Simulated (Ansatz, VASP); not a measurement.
# Cross-check of CdS (Hawleyite) between VASP and Ansatz, part 2 of 2

Aim: how closely do two programs agree when they are given the same cell, functional and k mesh? The cell is taken from a series of VASP runs on this material, whose earlier steps may have relaxed, scaled or displaced it; both programs get it as it stands. Valence electrons are named where the data sets of a main pair hold unlike numbers.

VASP 6.6.1 and Ansatz 0.2.0.

So far. Step 2 (VASP: band structure, HSE06, spin-orbit coupling): The k-mesh is coarse for exact exchange; levels may shift by about 0.1 eV on a finer one. The PAW data sets were made with PBE, which is usual practice but a small mismatch for other functionals.

### 3. Ansatz: band structure, HSE06, spin-orbit coupling

Level of this step: Ansatz beside VASP: Kohn-Sham DFT, plane waves, HSE06, spin-orbit coupling (Ansatz).

Ansatz runs on its fully relativistic PAW (standard-fr) files.

The same cell, functional, mesh and smearing now go to Ansatz, which takes its cutoff from its data sets.

Input file input.yaml:

```yaml
crystal:
  lattice:
    - [0.0, 2.9165, 2.9165]
    - [2.9165, 0.0, 2.9165]
    - [2.9165, 2.9165, 0.0]
  atoms:
    - { symbol: Cd, position: [0.0, 0.0, 0.0] }
    - { symbol: S, position: [0.75, 0.75, 0.75] }
hamiltonian:
  xc: { exchange: pbe, correlation: pbe, exx: { coeff: 0.25, omega: 0.2 } }
  pseudopotentials: { kind: paw_fr }
magnetization:
  noncollinear: true
  spin_orbit: true
kpoints:
  mp_grid: { grid: [4, 4, 4] }
  band_path:
    path:
      - [0.0, 0.0, 0.0]
      - [0.5, 0.0, 0.5]
      - [0.5, 0.22222, 0.72222]
      - [0.40278, 0.34722, 0.75]
      - [0.125, 0.125, 0.25]
      - [0.27778, 0.27778, 0.27778]
      - [0.55556, 0.38889, 0.55556]
      - [0.58333, 0.25, 0.66667]
      - [0.5, 0.30556, 0.69444]
      - [0.48611, 0.48611, 0.52778]
      - [0.625, 0.25, 0.625]
      - [0.5, 0.0, 0.5]
    npoints: 1
scf:
  occupations: { method: gaussian, width: 0.03 }
  n_extra_bands: 14
output:
  forces: true
  stress: true
  eigenvalues: true
```

The run is started by

```
$ ansatz run input.yaml --threads 4 --pin off --max-ram 9216MiB --backend cpu --events-out ev --progress --plain --runs-dir out
```

Numbers of over 12 decimals in the logs are rounded to 6 here.

Log:

```text
Warning: output.stress: scf.convergence.dr2_threshold = 1e-7 eV (the SCF's general default) is looser than the 2e-10 eV advised for a printed stress (1e-10 eV for each atom of the cell: 2). What an SCF threshold leaves in a stress goes as its square root, and in the free energy as the threshold itself, and one threshold admits the most on a small cell: [figures from the program's tests cut] Set scf.convergence.dr2_threshold to 2e-10 eV or tighter. The threshold is an SCF's pass mark: one that does not reach it within its budget of iterations ends unconverged, or closes short of it on a stop that the run arms, and scf.convergence.dr2_threshold's page says what that costs each kind of run
Warning: output.stress: scf.exx.energy_threshold = 1e-6 eV is looser than the 2e-8 eV advised for a stress under a hybrid functional (1e-8 eV for each atom of the cell: 2). Every SCF of the exchange loop can meet its threshold on dr2 while the loop round them stops early: no threshold on dr2 bounds what that leaves in the stress. Set scf.exx.energy_threshold to 2e-8 eV or tighter. The threshold is the loop's pass mark: a loop that does not reach it within its budget of cycles ends unconverged, and scf.exx.energy_threshold's page has the law
scf.n_extra_bands = 14 over 26 filled bands (N_el = 26.0): the run solves 40 bands
Engine: ansatz 0.2.0, aarch64-unknown-linux-gnu
Pseudopotentials: kind: paw_fr
Pseudopotential: Cd, paw_fr, valence charge 20, recommended cutoff 420 eV (normal), Cd.paw.azcp#standard-fr
Pseudopotential: S, paw_fr, valence charge 6, recommended cutoff 420 eV (normal), S.paw.azcp#standard-fr
Functional definition: unnamed
  parameter a_1 = 0.25
  parameter omega_1 = 0.2/angstrom
  exchange = pbe_x + (-a_1)*pbe_x_sr(omega_1) + a_1*exact_x_sr(omega_1)
  correlation = pbe_c
non-collinear run that drives no moment, with spin-orbit: no starting moment large enough to seed its density (crystal.atoms[].spin), no starting occupations that ask for one, no magnetisation constraint and no magnetic field, so the semilocal B_xc is pinned to zero
Crystal: 2 atoms, lattice volume = 49.615 Å³
Basis set: ecut = 420 eV, 941 PW (Γ), exchange–correlation on 60×60×60 points (8 copies of the dense FFT grid, shifted against one another)
Bands: 40, of which v1, the nominal top of the filled ones, is band 26 counted from 1 (25 counted from 0)
Symmetry: 24 space group operations + 24 with time reversal
Magnetic group: BNS 216.75 (UNI 1577), of the structure as read, at distance tolerance 3.7e-5 Å
k-points: 8 of 64 (time reversal used)
Projection manifold: j_resolved (fully-relativistic pseudo-atomic orbitals)
Non-local potential: Cd, projectors of the file, l = 0: 3, l = 1: 4, l = 2: 4, l = 3: 2
Non-local potential: S, projectors of the file, l = 0: 2, l = 1: 4, l = 2: 4
PAW form: soft (Blöchl's): semilocal exchange-correlation on the pseudo side does not see the compensation charge
PAW frozen core: Cd, regenerated for the run's functional, and the local potential with it (the file was generated under x = pbe(κ = 0.804, μ = 0.219515), c = pbe(β = 0.066725))
PAW frozen core: S, regenerated for the run's functional, and the local potential with it (the file was generated under x = pbe(κ = 0.804, μ = 0.219515), c = pbe(β = 0.066725))
PAW one-centre angular grid: Cd, 590 points (default); XC on 96 Gauss nodes
PAW one-centre angular grid: S, 110 points (default); XC on 64 Gauss nodes
Initial density: superposition of atomic densities (chi_scale 0.1, normalization cell, long waves kept (reshape's long-wave potential 0.00 eV rms))
Initial wavefunctions: pseudopotential atomic-orbital guess
Functional: x = pbe(κ = 0.804, μ = 0.219515), c = pbe(β = 0.066725), warm-up for x = pbe(κ = 0.804, μ = 0.219515) + 0.25 (exact − pbe) at short range (hse, ω = 0.2 Å⁻¹), c = pbe(β = 0.066725)
SCF iter   1: F=—  HF=-9160.530829 eV  |F-HF|=—  |Δ(HF+E_count)|=         —  Δρ=2.89e-2  dr2=3.68e-1  dr2_m=0.00e0 (ungated)  ethr=1.00e-1  |M|=0.00e0 ∫|m|=0.00e0 μB  |m|>n=0.0e0 m-floor=0.0e0 τ_xc=0.0e0  β_m=0.30  ⟨swp⟩=7.0  Hψ=1124  notcnv=0
preconditioner: auto → none  [insulator: Δε(μ)=1.345 eV  Ē_g=14.956 eV  σ=0.030 eV  W_gap=1.00  n_scr=14 (ndim 8)  ℏωp=22.4 eV  f_vac=0.066  D(μ)=0.00/eV (n_scr^D=0)]
SCF iter   2: F=—  HF=-9160.472057 eV  |F-HF|=—  |Δ(HF+E_count)|=   5.88e-2  Δρ=1.67e-2  dr2=9.37e-2  dr2_m=0.00e0 (ungated)  ethr=1.42e-3  |M|=0.00e0 ∫|m|=0.00e0 μB  |m|>n=0.0e0 m-floor=0.0e0 τ_xc=0.0e0  β_m=0.43  ⟨swp⟩=3.8  Hψ=785  notcnv=0
iter 3 solved again at ethr=3.29e-5 eV; its pass at ethr=3.61e-4 eV (dr2=8.55e-3 eV) is discarded
SCF iter   3: F=—  HF=-9160.465660 eV  |F-HF|=—  |Δ(HF+E_count)|=   6.40e-3  Δρ=5.77e-3  dr2=8.54e-3  dr2_m=0.00e0 (ungated)  ethr=3.29e-5  |M|=0.00e0 ∫|m|=0.00e0 μB  |m|>n=0.0e0 m-floor=0.0e0 τ_xc=0.0e0  β_m=0.57  ⟨swp⟩=4.0  Hψ=1354  notcnv=0  defer=5
SCF iter   4: F=—  HF=-9160.466979 eV  |F-HF|=—  |Δ(HF+E_count)|=   1.32e-3  Δρ=8.58e-4  dr2=3.58e-4  dr2_m=0.00e0 (ungated)  ethr=3.28e-5  |M|=0.00e0 ∫|m|=0.00e0 μB  |m|>n=0.0e0 m-floor=0.0e0 τ_xc=0.0e0  β_m=0.52  ⟨swp⟩=3.1  Hψ=683  notcnv=0
[...]
Frozen-core exchange: fock
SCF iter   1: F=—  HF=-9161.237683 eV  |F-HF|=—  |Δ(HF+E_count)|=         —  Δρ=6.45e-3  dr2=1.60e-2  dr2_m=0.00e0 (ungated)  ethr=8.47e-7  |M|=0.00e0 ∫|m|=0.00e0 μB  |m|>n=0.0e0 m-floor=0.0e0 τ_xc=0.0e0  β_m=0.30  ⟨swp⟩=7.9  Hψ=1553  notcnv=0
preconditioner: auto → none  [insulator: Δε(μ)=2.129 eV  Ē_g=16.903 eV  σ=0.030 eV  W_gap=1.00  n_scr=14 (ndim 8)  ℏωp=22.4 eV  f_vac=0.128  D(μ)=0.00/eV (n_scr^D=0)]
SCF iter   2: F=—  HF=-9161.233578 eV  |F-HF|=—  |Δ(HF+E_count)|=   4.11e-3  Δρ=2.26e-3  dr2=2.11e-3  dr2_m=0.00e0 (ungated)  ethr=8.47e-7  |M|=0.00e0 ∫|m|=0.00e0 μB  |m|>n=0.0e0 m-floor=0.0e0 τ_xc=0.0e0  β_m=0.42  ⟨swp⟩=4.0  Hψ=972  notcnv=0
SCF iter   3: F=—  HF=-9161.239931 eV  |F-HF|=—  |Δ(HF+E_count)|=   6.35e-3  Δρ=1.46e-3  dr2=7.05e-4  dr2_m=0.00e0 (ungated)  ethr=8.47e-7  |M|=0.00e0 ∫|m|=0.00e0 μB  |m|>n=0.0e0 m-floor=0.0e0 τ_xc=0.0e0  β_m=0.42  ⟨swp⟩=4.0  Hψ=918  notcnv=0
SCF iter   4: F=—  HF=-9161.239801 eV  |F-HF|=—  |Δ(HF+E_count)|=   1.30e-4  Δρ=4.65e-4  dr2=7.01e-5  dr2_m=0.00e0 (ungated)  ethr=8.47e-7  |M|=0.00e0 ∫|m|=0.00e0 μB  |m|>n=0.0e0 m-floor=0.0e0 τ_xc=0.0e0  β_m=0.54  ⟨swp⟩=3.0  Hψ=636  notcnv=0
SCF iter   5: F=—  HF=-9161.239886 eV  |F-HF|=—  |Δ(HF+E_count)|=   8.58e-5  Δρ=9.86e-5  dr2=7.76e-6  dr2_m=0.00e0 (ungated)  ethr=2.17e-7  |M|=0.00e0 ∫|m|=0.00e0 μB  |m|>n=0.0e0 m-floor=0.0e0 τ_xc=0.0e0  β_m=0.54  ⟨swp⟩=3.4  Hψ=602  notcnv=0
SCF iter   6: F=-9161.239885 eV  HF=-9161.239885 eV  |F-HF|=1.65e-9  |Δ(HF+E_count)|=   1.07e-6  Δρ=2.53e-5  dr2=3.15e-6  dr2_m=0.00e0 (ungated)  ethr=1.82e-8  |M|=0.00e0 ∫|m|=0.00e0 μB  |m|>n=0.0e0 m-floor=0.0e0 τ_xc=0.0e0  ⟨swp⟩=3.2  Hψ=644  notcnv=0  defer=1
SCF 2 stopped early in 6 iterations: F = -9161.239885 eV  dr2 = 3.15e-6
hybrid outer 1: dexx = +7.336e-3 eV, tail = 2.22e-5 eV
Projection manifold: j_resolved (fully-relativistic pseudo-atomic orbitals)
Exchange kernel: α = 0.2500, screened, ω = 0.2000 Å⁻¹, Wigner–Seitz truncation, v(0) = 1108.0615 eV·Å³, q-mesh 4×4×4, nearest image of the exchange supercell L = 16.50 Å, pair-density grid 18×18×18, without the augmentation charges, whose exchange is taken in its separable form by FFT convolution over the k-point mesh (sized by the pseudopotential files, 24×24×24 at the most), smooth part of the exact exchange by density-matrix convolution
Frozen-core exchange: fock
SCF iter   1: F=—  HF=-9161.239938 eV  |F-HF|=—  |Δ(HF+E_count)|=         —  Δρ=4.61e-5  dr2=2.74e-7  dr2_m=0.00e0 (ungated)  ethr=4.28e-7  |M|=0.00e0 ∫|m|=0.00e0 μB  |m|>n=0.0e0 m-floor=0.0e0 τ_xc=0.0e0  β_m=0.30  ⟨swp⟩=5.2  Hψ=825  notcnv=0
preconditioner: auto → none  [insulator: Δε(μ)=2.174 eV  Ē_g=16.841 eV  σ=0.030 eV  W_gap=1.00  n_scr=14 (ndim 8)  ℏωp=22.4 eV  f_vac=0.134  D(μ)=0.00/eV (n_scr^D=0)]
SCF iter   2: F=—  HF=-9161.239938 eV  |F-HF|=—  |Δ(HF+E_count)|=   4.92e-8  Δρ=2.09e-5  dr2=9.26e-8  dr2_m=0.00e0 (ungated)  ethr=1.01e-9  |M|=0.00e0 ∫|m|=0.00e0 μB  |m|>n=0.0e0 m-floor=0.0e0 τ_xc=0.0e0  β_m=0.64  ⟨swp⟩=3.5  Hψ=722  notcnv=0
SCF iter   3: F=—  HF=-9161.239938 eV  |F-HF|=—  |Δ(HF+E_count)|=   2.71e-9  Δρ=7.73e-6  dr2=3.39e-8  dr2_m=0.00e0 (ungated)  ethr=3.08e-10  |M|=0.00e0 ∫|m|=0.00e0 μB  |m|>n=0.0e0 m-floor=0.0e0 τ_xc=0.0e0  β_m=0.65  ⟨swp⟩=3.0  Hψ=642  notcnv=0
SCF iter   4: F=-9161.239938 eV  HF=-9161.239938 eV  |F-HF|=1.38e-9  |Δ(HF+E_count)|=   5.42e-8  Δρ=2.34e-6  dr2=1.65e-9  dr2_m=0.00e0 (ungated)  ethr=9.07e-11  |M|=0.00e0 ∫|m|=0.00e0 μB  |m|>n=0.0e0 m-floor=0.0e0 τ_xc=0.0e0  ⟨swp⟩=3.8  Hψ=742  notcnv=0  defer=6
SCF 3 converged in 4 iterations: F = -9161.239938 eV  dr2 = 1.65e-9
  Residual-converged pass: ⟨swp⟩=2.8  Hψ=538  notcnv=0  max |occ|·‖R‖ = 1.6e-6 eV (tolerance 2.4e-6 eV)  dr2=1.65e-9  dr2_m=0.00e0 (ungated)  dr2_onsite=3.43e-10  max |Δocc| = 0.0e0
hybrid outer 2: dexx = +1.916e-7 eV, tail = 2.29e-8 eV, Δε = 2.68e-3 eV (about 9.95e-5 eV left of the loop's levels)
NSCF: frozen V_eff on 12 k-points
hybrid SCF converged: 2 outer / 10 inner (+5 warm-up), last move |dexx| = 1.92e-7 eV, tail = 2.29e-8 eV
Magnetization: |M| = 0.0000 μB,  M = (+0.0000, +0.0000, +0.0000) μB
Absolute magnetization: 0.0000 μB (∫|m|)
  site 0: m = (+0.0000, +0.0000, +0.0000) μB, |m| = 0.0000 μB  (R = 1.04 Å)
  site 1: m = (+0.0000, +0.0000, +0.0000) μB, |m| = 0.0000 μB  (R = 1.04 Å)
Free energy (F): -9161.239938 eV
Frozen-core exchange: fock
Harris-Foulkes:  -9161.239938 eV  (|F-HF|=1.38e-9)
Internal energy: -9161.239938 eV  (E = F + TS)
E sigma→0 (E₀):  -9161.239938 eV
Fermi energy:    7.373255 eV
--- Per-component energies (eV) ---
  E_band       = -571.166939
  E_kinetic    = 613.089717
  E_local      = -4015.104972  (includes V_loc(G=0)·N_el)
  E_nonlocal   = 60.934984
  E_hartree    = 1846.694822
  E_xc         = -218.809659
  E_vxc        = -245.555891  (∫ρ·V_xc dr)
  E_exx        = -100.068208  (= α·E_x^exact, valence–valence)
  E_paw        = -4642.309413  (= ΣΔE_a)
  E_vpaw       = -477.786928  (= ΣTr[D̂ρ^β])
  E_aug_tail   = 0.000016  (compensation charges beyond the density's cutoff)
  E_ewald      = -2704.981299
  E_core_change = -0.685926  (= ΣΔE_core)
  E_smearing   = -0.000000  (= −TS)
  E_closure    = 0.000000  (closes the sum)
  Σ components = -9161.239938   (vs F -9161.239938, Δ=0.00e0)
--- Forces (eV/Å), atoms counted from 1 ---
  atom   1  Cd    -0.00000000     0.00000000    -0.00000000
  atom   2  S      0.00000000    -0.00000000     0.00000000
  max |Σ_I F_I| component: 8.79e-17 eV/Å
--- Stress (GPa, compression-positive) ---
        1.783683       0.000000      -0.000000
        0.000000       1.783683       0.000000
       -0.000000       0.000000       1.783683
  P = ⅓ Tr σ = 1.7837 GPa (17.837 kbar)
--- Band table (eV; the first three rows and the last of 8) ---
  k-point 0: bands = [... 22 lower, 6.2861, 6.2861, 6.2861, 6.2861, 8.4601, 8.4601, 13.7038, 13.7038, ... 10 higher]
  k-point 1: bands = [... 22 lower, 5.8159, 5.8159, 5.8503, 5.8820, 10.1430, 10.1430, 13.6927, 13.6927, ... 10 higher]
  k-point 2: bands = [... 22 lower, 5.4311, 5.4311, 5.4877, 5.4877, 10.3981, 10.3981, 14.3472, 14.3472, ... 10 higher]
  k-point 7: bands = [... 22 lower, 3.8184, 3.8862, 3.9072, 3.9124, 12.6910, 12.7089, 13.0426, 13.0773, ... 10 higher]
```

The job ended after 78 s (4 threads of Arm Neoverse V1, shared host; peak memory 1 GiB).

### 4. Comparison

Known differences besides the potentials themselves: spin-orbit coupling enters by fully relativistic files in Ansatz and inside the spheres in VASP; exact exchange at q = 0 is treated differently, which shows on coarse meshes; VASP keeps PBE cores, Ansatz makes them for the functional; the data sets hold 26 valence electrons in Ansatz (on its fully relativistic PAW (standard-fr) files) and 18 in VASP; the cutoff is 420 eV in Ansatz and 350 eV in VASP; VASP takes a coarser grid for exact exchange (PRECFOCK = Fast). Total energies have different zeros and are not compared.

Compared:

```
                     quantity  Ansatz   VASP  difference
gap over the path points (eV)   2.174  2.176      -0.002
```

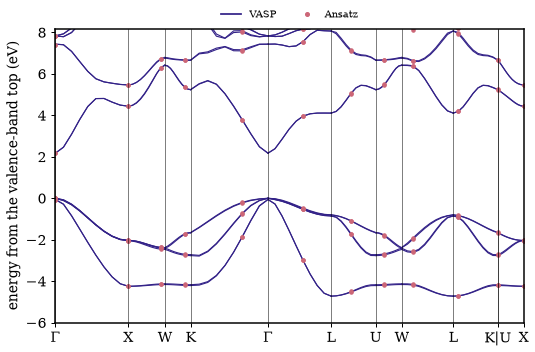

Bands from VASP (lines) and levels from Ansatz (dots). Dots without a line are higher empty bands that the VASP plot leaves out.

Levels at points of the path, from each program's valence-band top (eV; 8 filled, then empty):

```
k (reciprocal lattice)                                                                           Ansatz                                                                             VASP
     0.000 0.000 0.000        -8.29 -8.29 -0.06 -0.06 0.00 0.00 0.00 0.00 2.17 2.17 7.42 7.42 7.83 7.83        -8.24 -8.24 -0.06 -0.06 0.00 0.00 0.00 0.00 2.18 2.18 7.43 7.43 7.83 7.83
     0.500 0.000 0.500  -7.77 -7.77 -4.24 -4.24 -2.04 -2.04 -2.03 -2.03 4.45 4.45 5.48 5.48 10.52 10.52  -7.74 -7.74 -4.25 -4.25 -2.04 -2.04 -2.03 -2.03 4.44 4.44 5.47 5.47 10.56 10.56
     0.500 0.222 0.722    -7.71 -7.56 -4.16 -4.12 -2.46 -2.39 -2.37 -2.36 6.29 6.30 6.70 6.73 8.47 8.66    -7.68 -7.52 -4.16 -4.13 -2.46 -2.40 -2.38 -2.37 6.30 6.30 6.70 6.74 8.50 8.68
     0.403 0.347 0.750    -7.75 -7.60 -4.20 -4.16 -2.74 -2.69 -1.74 -1.71 5.35 5.37 6.66 6.67 9.47 9.53    -7.72 -7.56 -4.20 -4.17 -2.75 -2.70 -1.74 -1.71 5.35 5.36 6.66 6.67 9.50 9.56
     0.125 0.125 0.250    -8.28 -8.21 -1.87 -1.85 -0.75 -0.72 -0.22 -0.20 3.77 3.79 7.10 7.15 8.01 8.07    -8.24 -8.17 -1.87 -1.86 -0.75 -0.73 -0.22 -0.20 3.78 3.80 7.11 7.16 8.02 8.09
     0.278 0.278 0.278    -8.23 -8.20 -2.99 -2.99 -0.54 -0.54 -0.50 -0.47 3.96 3.96 7.53 7.53 8.15 8.15    -8.18 -8.16 -3.00 -3.00 -0.54 -0.54 -0.51 -0.47 3.96 3.96 7.56 7.56 8.16 8.16
     0.556 0.389 0.556    -7.86 -7.72 -4.52 -4.50 -1.75 -1.70 -1.10 -1.08 5.05 5.07 7.09 7.14 8.73 8.76    -7.82 -7.68 -4.53 -4.51 -1.75 -1.71 -1.10 -1.08 5.05 5.07 7.10 7.15 8.76 8.78
     0.583 0.250 0.667    -7.75 -7.59 -4.19 -4.15 -2.72 -2.67 -1.82 -1.78 5.49 5.51 6.66 6.68 9.29 9.36    -7.71 -7.55 -4.20 -4.16 -2.73 -2.68 -1.82 -1.78 5.48 5.50 6.67 6.68 9.31 9.39
     0.500 0.306 0.694    -7.75 -7.58 -4.18 -4.14 -2.61 -2.56 -1.96 -1.90 6.37 6.39 6.60 6.63 8.14 8.28    -7.71 -7.54 -4.19 -4.15 -2.62 -2.57 -1.97 -1.91 6.37 6.39 6.61 6.64 8.16 8.29
     0.486 0.486 0.528    -7.86 -7.82 -4.70 -4.69 -0.92 -0.90 -0.84 -0.83 4.19 4.20 7.93 8.00 8.19 8.21    -7.82 -7.78 -4.71 -4.71 -0.92 -0.90 -0.84 -0.83 4.19 4.19 7.94 8.00 8.20 8.22
```

Among the levels compared at these points, filled levels agree within 44 meV and empty ones within 42 meV.

### 5. What came out

| Quantity | Value |
| --- | --- |
| largest difference of a filled level at the path points (band structure, HSE06, spin-orbit coupling) | 44 meV |

The largest difference of a filled level at the path points is 44 meV (band structure, HSE06, spin-orbit coupling), within the 80 meV picked in this series as the mark of a large difference. The data sets hold unlike numbers of valence electrons (26 in Ansatz and 18 in VASP), so part of the differences comes from the potentials. Such differences can come from data sets, numerical settings and the points named under the comparisons, not from the functional's error against experiment.

[Lines on the potential files, build, host, timing and source positions are cut from VASP's logs without a mark.]

[Logs are printed without paths, hosts, clocks, repeated set-up lines and the standing remarks that a program may print on its own settings, such as how far it seeks lower states.]

[Hosts, paths, dates, database ids (printed as entryN), source tags and the programs' standing remarks are cut or masked in the printed files.]
